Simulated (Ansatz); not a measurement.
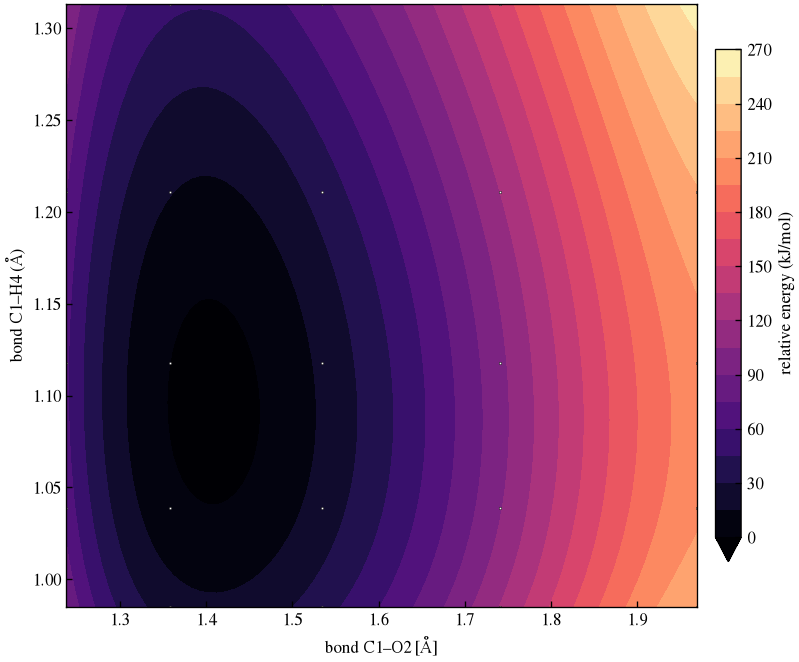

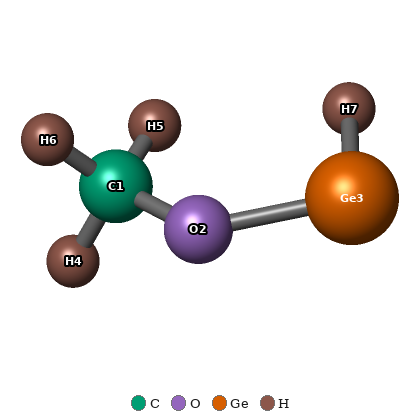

Energy landscape of CH4GeO, SMILES C[O][GeH]. Two internal coordinates are moved rigidly from the geometry relaxed at PBE0-D4/def2-TZVP, all others fixed. The first coordinate is: bond C1–O2; the second: bond C1–H4. The scan uses a 5 × 5 grid. Points are written as (first, second). Energies: kJ/mol, counted from the lowest grid point. All numbers below come from RKS PBE0-D4/def2-TZVPP in Ansatz.

The picture shows filled contours, dots at the grid points. Between grid points the surface is interpolated. The second picture is the structure at the lowest point.

Q: Where are the wells?

A: The lowest grid point is at (1.358 Å, 1.118 Å). The bottom of the well lies between grid points, at about (1.408 Å, 1.093 Å), about 5 kJ/mol lower on the interpolated surface. It is the only kind of minimum in the scanned range. The highest grid point, (1.969 Å, 1.313 Å), lies 261 kJ/mol above the lowest. Round the minimum the two coordinates are nearly uncoupled.

The input of one point:

```yaml
crystal:
  periodic: [false, false, false]
  atoms:
    - {symbol: C, position_ang: [-0.420677, 0.662677, -0.094773]}
    - {symbol: O, position_ang: [-0.616541, -0.664984, -0.302420]}
    - {symbol: Ge, position_ang: [0.528909, -1.989637, -0.019135]}
    - {symbol: H, position_ang: [-0.556253, 1.214121, -1.057817]}
    - {symbol: H, position_ang: [0.582390, 0.869001, 0.296259]}
    - {symbol: H, position_ang: [-1.163942, 1.033535, 0.617631]}
    - {symbol: H, position_ang: [1.725518, -1.038940, 0.516387]}
basis:
  gaussian: {orbitals: def2-TZVPP}
hamiltonian: {xc: pbe0, dispersion: d4}
```
